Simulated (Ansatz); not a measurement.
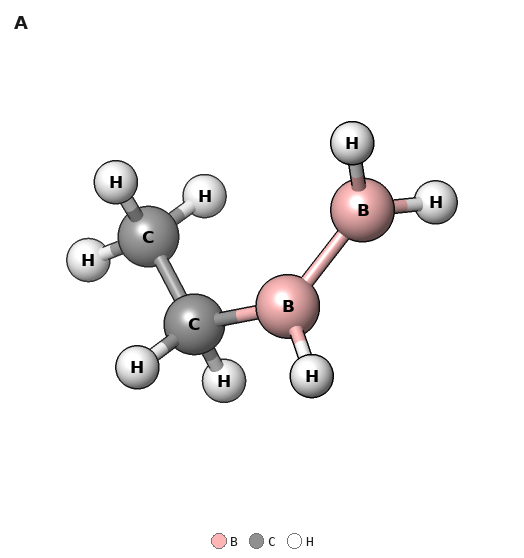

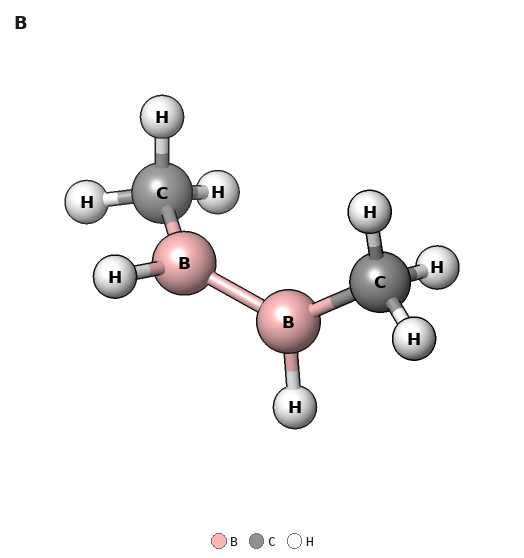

2 stationary structures of one formula. Geometries: PBE-D4/def2-SVP. Electronic energies: PBE-D4/def2-SVP (Ansatz 0.2.0), without zero-point energy. No frequency run is at hand to confirm each as a minimum. Each is one conformer, not always the lowest.

> Which is lowest in energy, and by how much?

B is lowest; A lies 0.567 eV above it. A is `BBCC`, B is `CBBC`.
